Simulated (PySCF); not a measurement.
# C6H8O2: what the fields show

```xyz
16

O     1.9339    0.0620   -1.6872
C     1.9244    0.2676   -0.5084
C     0.9058   -0.2846    0.4599
C    -0.1017   -1.2245   -0.1969
C    -1.2138   -0.2944   -0.6868
C    -1.3130    0.7708    0.4015
C     0.0833    0.9128    0.9504
O     0.5039    1.7945    1.6445
H     2.6714    0.9185   -0.0190
H     1.4504   -0.7144    1.3039
H     0.3522   -1.7776   -1.0179
H    -0.4883   -1.9328    0.5368
H    -2.1536   -0.8207   -0.8423
H    -0.9154    0.1651   -1.6295
H    -1.9512    0.4365    1.2241
H    -1.6959    1.7302    0.0554
```

Geometry: GFN2-xTB.

All numbers below come from PySCF, KT2/pcSseg-1, SCF density, in a methanol solvent model, non-relativistic.

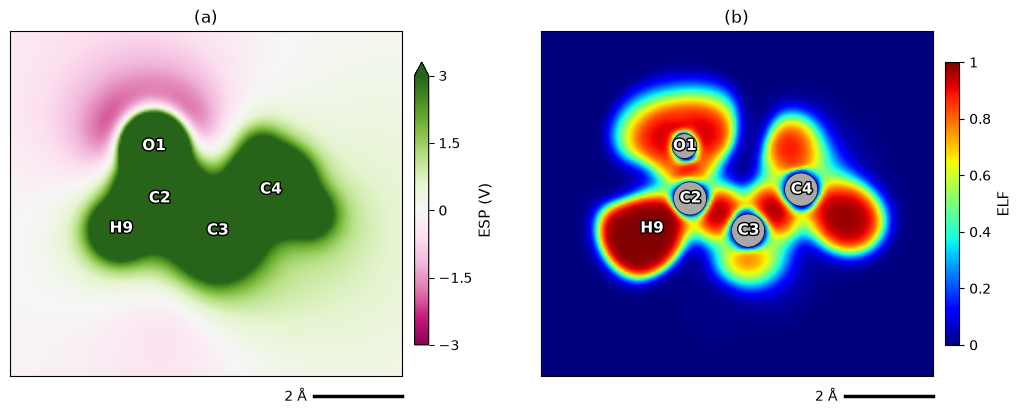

Figure 1. (a) electrostatic potential; (b) ELF on the plane of atoms O1, C2 and H9. Grey discs cover the atomic cores in the ELF map.

### What do the fields say about this system?

- Atoms in the plane: O, C and H.
- C–O (1.20 Å): the ELF peaks at about 0.85 between the atoms; a short, multiple covalent bond.
- C–C (1.51 Å): the ELF peaks at about 0.95 between the atoms (a shared electron pair).
- C–H (1.10 Å): the ELF climbs to about 1 towards the hydrogen, as it does in any bond to H: an ordinary covalent bond to hydrogen.
- The ELF also peaks beside O1, away from the bonds: lone-pair regions.
- Outside the dense part of the molecule the potential is most negative (−2.0 V) near O1.

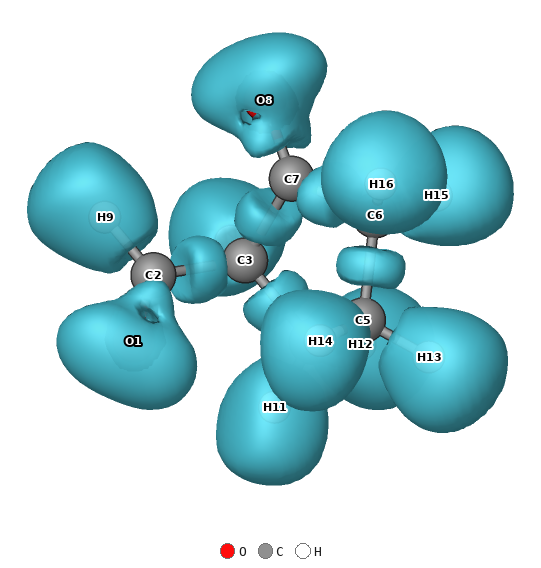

Figure 2. Isosurface of the ELF at 0.75 (cyan), seen at a tilt. Only the valence region is drawn (cores and ρ < 0.01 e/Å³ removed).

### Describe the localisation domains.

The ELF exceeds this value in six regions between bonded C–C atoms (shared pairs), eight regions around hydrogen nuclei and two regions on O in which the atom's valence shell and bonds are merged.

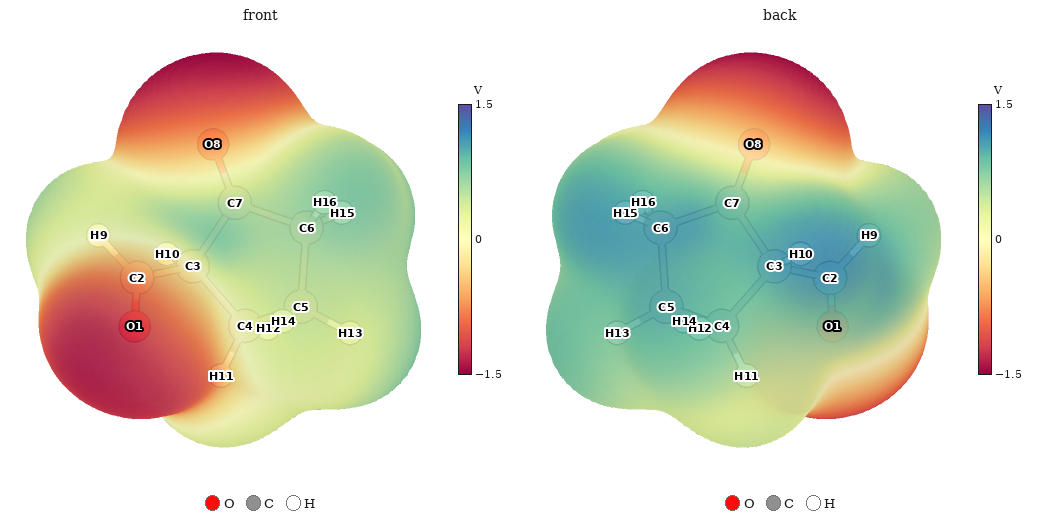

Figure 3. The electrostatic potential painted on the density surface at 0.001 e/bohr³, seen from the front and from behind; red is negative and blue positive.

### Describe the electrostatic potential map.

The most negative region (about −1.5 V) lies over O1 and O8, the most positive (about +1.1 V) over H10 and H15.

### What dipole moment does the calculation give?

Its dipole moment is 3.11 D.

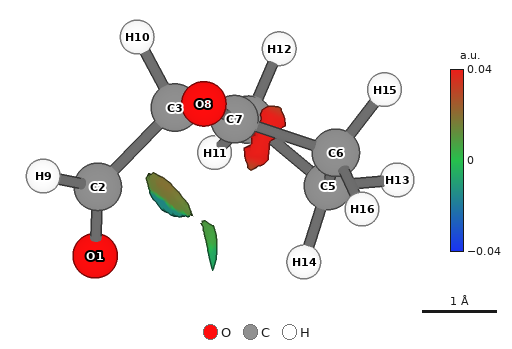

Figure 4. Non-covalent interaction (NCI) plot: the surface where the reduced density gradient is 0.5, for densities under 0.05 a.u., coloured by sign(λ₂)ρ; seen from one side.

### What holds or crowds the atoms apart from the covalent bonds?

- Between C4 and H11 on one side and O1 and C2 on the other: a weak contact, attractive (blue-green) on one side and crowded (olive to red) on the other
- Between H14 and C5 on one side and O1 and C2 on the other: a weak contact (green)
- Inside the ring or cage of C3, C4, C5, C6 and C7: steric crowding (red)
